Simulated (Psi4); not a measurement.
# SiF4 (silicon tetrafluoride): BLYP/6-311+G(d,p)

Aim: the vertical electron affinity of SiF4 (silicon tetrafluoride) at BLYP/6-311+G**, from 2 runs. 

The results are computed with Psi4 1.11.

5 further runs of the same task are left out: 4 that didn't finish, 1 set aside as unsound or not needed.

## 1. The molecule

SiF4: 5 atoms, total charge 0, spin state singlet. As SMILES, `F[Si](F)(F)F`. The coordinates come from a PBE0-D4/def2-TZVP relaxation.

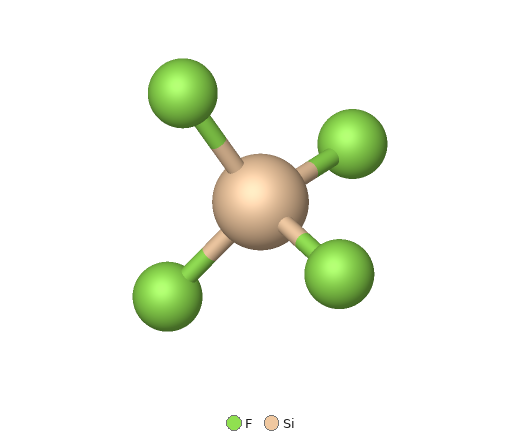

The structure, seen from a chosen angle (fluorine green, silicon light orange).

## 2. Energy and forces at BLYP/6-311+G(d,p)

File calc.py:

```python
import psi4

psi4.set_memory('1600 MB')
psi4.set_num_threads(1)
psi4.set_output_file('f4si.out', False)

mol = psi4.geometry("""
F      0.143200    -0.791930     1.338460
Si     0.000000     0.000000     0.000000
F     -1.047100     1.144420     0.181750
F     -0.477230    -0.967810    -1.129040
F      1.381130     0.615320    -0.391170
symmetry c1
no_reorient
no_com
""")

options = {'basis': '6-311+G**', 'puream': True, 'e_convergence': 1e-09, 'd_convergence': 1e-08, 'scf_type': 'pk', 'dft_radial_points': 99, 'dft_spherical_points': 590}
psi4.set_options(options)

E = psi4.gradient("blyp")
print('gradient / Eh bohr^-1')
print(E.np.round(6))
```

Started as:

```sh
$ python calc.py
```

f4si.out:

```text
[...]
  Running in c1 symmetry.
[...]
  Nuclear repulsion =  271.610939525492370
[...]
  Multiplicity = 1
[...]
  Nalpha       = 25
  Nbeta        = 25
[...]
    Number of basis functions: 118
[...]
   @RKS iter   1:  -689.00425276429962   -1.48572e-01   7.77267e-03 ADIIS/DIIS
[...]
   @RKS iter  10:  -689.22551661252317    1.36424e-12   8.48410e-10 DIIS
[...]
    Orbital Energies [Eh]
    ---------------------
    Doubly Occupied:
       1A    -65.603534     2A    -24.323396     3A    -24.323395
       4A    -24.323394     5A    -24.323394     6A     -5.200564
       7A     -3.618411     8A     -3.618411     9A     -3.618411
      10A     -1.170332    11A     -1.134343    12A     -1.134341
      13A     -1.134340    14A     -0.560901    15A     -0.493975
      16A     -0.493973    17A     -0.493973    18A     -0.439255
      19A     -0.439253    20A     -0.432021    21A     -0.432021
      22A     -0.432021    23A     -0.394468    24A     -0.394467
      25A     -0.394467
[...]
  @RKS Final Energy:  -689.22551661252317
   => Energetics <=
    Nuclear Repulsion Energy =            271.6109395254923697
    One-Electron Energy =               -1498.6917097927555460
    Two-Electron Energy =                 600.8657443434774450
    DFT Exchange-Correlation Energy =     -63.0104906887373986
    Empirical Dispersion Energy =           0.0000000000000000
    VV10 Nonlocal Energy =                  0.0000000000000000
    Total Energy =                       -689.2255166125231653
[...]
 Multipole Moments:
 ------------------------------------------------------------------------------------
     Multipole            Electronic (a.u.)      Nuclear  (a.u.)        Total (a.u.)
 ------------------------------------------------------------------------------------
 L = 1.  Multiply by 2.5417464519 to convert [e a0] to [Debye]
 Dipole X            :         -0.0000043            0.0000000           -0.0000043
 Dipole Y            :         -0.0000084           -0.0000000           -0.0000084
 Dipole Z            :          0.0000009           -0.0000000            0.0000009
 Magnitude           :                                                    0.0000095
[...]
  -Total Gradient:
     Atom            X                  Y                   Z
    ------   -----------------  -----------------  -----------------
       1       -0.003053805712     0.016684627440    -0.028125478644
       2       -0.000001812833    -0.000004985615     0.000001064562
       3        0.022081921017    -0.024069328774    -0.003829847369
       4        0.010059391024     0.020428946389     0.023782234067
       5       -0.029037314076    -0.012888174477     0.008222275413
[...]
```

The script printed:

```text
gradient / Eh bohr^-1
[[-3.0540e-03  1.6685e-02 -2.8125e-02]
 [-2.0000e-06 -5.0000e-06  1.0000e-06]
 [ 2.2082e-02 -2.4069e-02 -3.8300e-03]
 [ 1.0059e-02  2.0429e-02  2.3782e-02]
 [-2.9037e-02 -1.2888e-02  8.2220e-03]]
```

Wall time 11 s (1 thread of AMD EPYC 9R45 (Zen 5), shared host); peak memory 0.7 GiB.

## 3. The doublet anion, same level

File calc.inp:

```
memory 1.6 GB

molecule geom {
  -1 2
  F      0.143200    -0.791930     1.338460
  Si     0.000000     0.000000     0.000000
  F     -1.047100     1.144420     0.181750
  F     -0.477230    -0.967810    -1.129040
  F      1.381130     0.615320    -0.391170
  units angstrom
  symmetry c1
  no_reorient
  no_com
}

set globals {
  reference uks
  puream true
  e_convergence 1e-09
  d_convergence 1e-08
  scf_type pk
  dft_radial_points 99
  dft_spherical_points 590
  maxiter 100
}

energy_value, wavefunction = gradient("blyp/6-311+G**", return_wfn=True)
oeprop(wavefunction, "LOWDIN_CHARGES", "QUADRUPOLE", "MULLIKEN_CHARGES")
```

Started as:

```sh
$ psi4 -n 1 calc.inp calc.out
```

calc.out (excerpt; [...] marks lines left out):

```text
[...]
  Running in c1 symmetry.
[...]
  Nuclear repulsion =  271.610939525492370
[...]
  Multiplicity = 2
[...]
  Nalpha       = 26
  Nbeta        = 25
[...]
    Number of basis functions: 118
[...]
   @UKS iter   1:  -688.83700756073483    1.86733e-02   8.94968e-03 DIIS/ADIIS
[...]
   @UKS iter  11:  -689.20117326010825   -4.20641e-12   3.27485e-09 DIIS
[...]
   @S^2 Observed:                7.500856992E-01
[...]
  @UKS Final Energy:  -689.20117326010825
   => Energetics <=
    Nuclear Repulsion Energy =            271.6109395254923697
    One-Electron Energy =               -1508.1430169090451727
    Two-Electron Energy =                 610.4834320578131610
    DFT Exchange-Correlation Energy =     -63.1525279343685284
    Empirical Dispersion Energy =           0.0000000000000000
    VV10 Nonlocal Energy =                  0.0000000000000000
    Total Energy =                       -689.2011732601082485
[...]
  -Total Gradient:
     Atom            X                  Y                   Z
    ------   -----------------  -----------------  -----------------
       1       -0.004865434428     0.026706005842    -0.045062879734
       2       -0.000001642336    -0.000004894986     0.000001134467
       3        0.035332868921    -0.038550681874    -0.006130265305
       4        0.016097738102     0.032676291252     0.038069615488
       5       -0.046514840299    -0.020674248550     0.013172578411
[...]
 Multipole Moments:
 ------------------------------------------------------------------------------------
     Multipole            Electronic (a.u.)      Nuclear  (a.u.)        Total (a.u.)
 ------------------------------------------------------------------------------------
 L = 1.  Multiply by 2.5417464519 to convert [e a0] to [Debye]
 Dipole X            :          0.0000071            0.0000000            0.0000071
 Dipole Y            :         -0.0000058           -0.0000000           -0.0000058
 Dipole Z            :          0.0000066           -0.0000000            0.0000066
 Magnitude           :                                                    0.0000113
 L = 2.  Multiply by 1.3450342976 to convert [e a0^2] to [Debye ang]
 Quadrupole XX       :       -140.9276989          104.5241348          -36.4035641
 Quadrupole XY       :          0.0007069           -0.0006968            0.0000101
[...]
  Mulliken Charges: (a.u.)
   Center  Symbol    Alpha    Beta     Spin     Total
[...]
```

Run time: 16 s. Hardware: 1 thread of AMD EPYC 9R45 (Zen 5), shared host; peak memory 0.71 GiB.

## 4. Results

At BLYP/6-311+G**:

```
                                         quantity          value
                       singlet SiF4: total energy  -689.22552 Eh
                      singlet SiF4: dipole moment         0.00 D
                        singlet SiF4: HOMO energy      -10.73 eV
                        singlet SiF4: LUMO energy       -1.41 eV
                      singlet SiF4: HOMO–LUMO gap        9.32 eV
           singlet SiF4: largest force on an atom     1.693 eV/Å
                      doublet anion: total energy  -689.20117 Eh
doublet anion: HOMO energy (highest over α and β)        2.56 eV
 doublet anion: LUMO energy (lowest over α and β)        2.85 eV
                              doublet anion: ⟨S²⟩          0.750
          doublet anion: largest force on an atom     2.709 eV/Å
vertical electron affinity (to the doublet anion)      -0.662 eV
```

What this shows: The anion lies 0.66 eV (63.9 kJ/mol) above the neutral: the electron isn't bound at this level, and such a value depends on the basis. The largest force (singlet SiF4) is 1.69 eV/Å: the shape isn't a stationary point for this species at this level. The HOMO (doublet anion) lies at positive energy, 2.56 eV, as semi-local functionals often give for anions; only total energies tell whether the electron is bound.
